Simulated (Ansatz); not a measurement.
## Electronic structure of ClF2HSi···NH3 in real space

Input file:

```
crystal:
  periodic: [false, false, false]
  atoms:
    - {symbol: Si, position_ang: [-0.945038, -0.088146, -0.063785]}
    - {symbol: N, position_ang: [1.126899, -0.007336, 0.061239]}
    - {symbol: F, position_ang: [-0.605753, -0.691249, -1.521161]}
    - {symbol: F, position_ang: [-0.756998, -1.052335, 1.215938]}
    - {symbol: H, position_ang: [-2.418177, -0.163990, -0.155248]}
    - {symbol: H, position_ang: [1.415280, 0.372843, 0.956060]}
    - {symbol: Cl, position_ang: [-0.835894, 1.989812, 0.216661]}
    - {symbol: H, position_ang: [1.505145, 0.580761, -0.673257]}
    - {symbol: H, position_ang: [1.514735, -0.940361, -0.036446]}
basis:
  gaussian: {orbitals: def2-TZVPP}
hamiltonian: {xc: pbe0, dispersion: d4}
output: {orbitals: {seedname: orbitals}}
```

Launched as:

```sh
ansatz run in.yaml --threads 4 --pin off --events-out ev --progress --plain --max-ram 9574MiB
```

The product side of a reaction path; geometry: PBE0-D4/def2-TZVP.

These are results of RKS PBE0-D4/def2-TZVPP (Ansatz), not measurements.

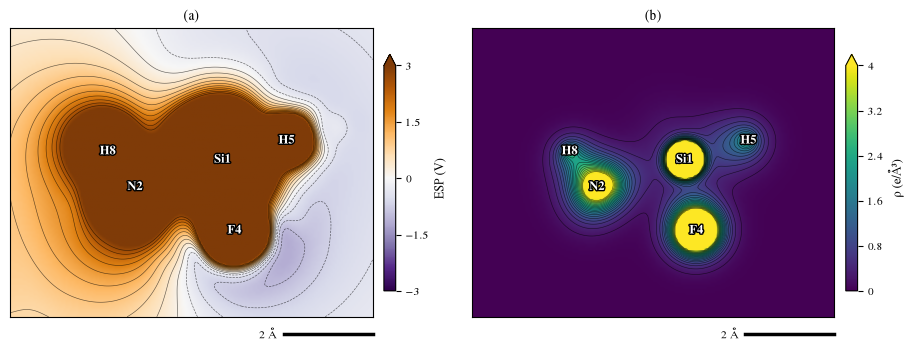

Figure 1. (a) molecular electrostatic potential; (b) electron density on the plane of atoms F4, Si1 and H5.

Read the bonding off the picture.

- The section cuts through Si, N, F and H sites.
- Si1···N2 (2.08 Å): the density falls to about 0.44 e/Å³ on the way.
- Si–F (1.61 Å): ρ is about 1.1 e/Å³ halfway.
- N–H (1.01 Å): the density is about 3 e/Å³ at the midpoint.
- Si–H (1.48 Å): ρ at the midpoint is about 0.86 e/Å³.
- Outside the dense part of the complex the potential is most negative (−1.2 V) near F4.

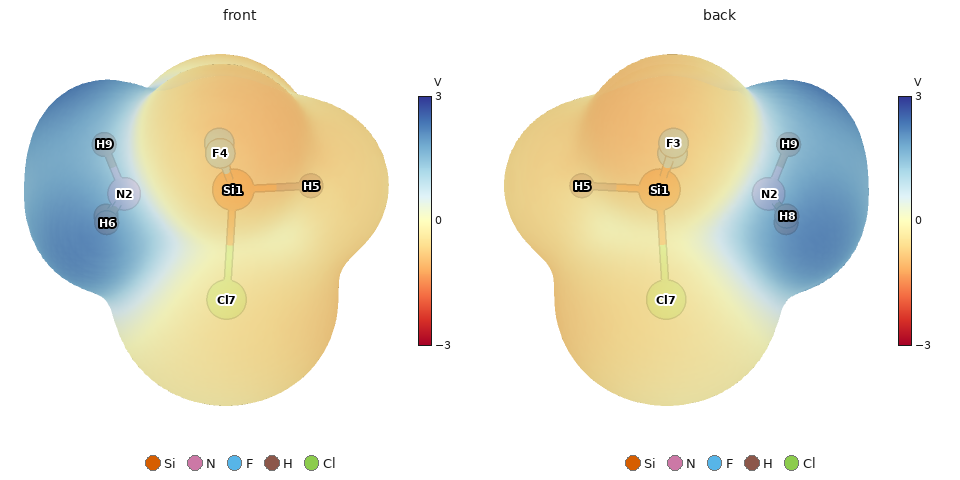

Figure 2. The molecular electrostatic potential painted on the density surface at 0.001 e/bohr³, seen from the front and from behind; red is negative and blue positive.

Which sites attract a positive test charge, and which a negative one?

A positive charge is drawn to the negative regions and a negative charge to the positive ones. The most negative region (about −1.0 V) lies over F3 and F4, the most positive (about +2.2 V) over H6, H8 and H9.

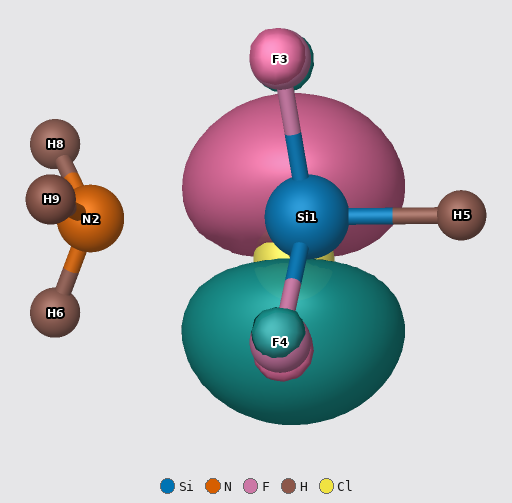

Figure 3. The HOMO−1 at ±0.15 Å⁻³ᐟ² (teal and pink are the two phases), seen from one side.

Where does this orbital lie, and at what energy?

By Hirshfeld shares it lies mainly on Cl7 (about 90 %); largely a lone pair of Cl7. Its energy is −9.25 eV.
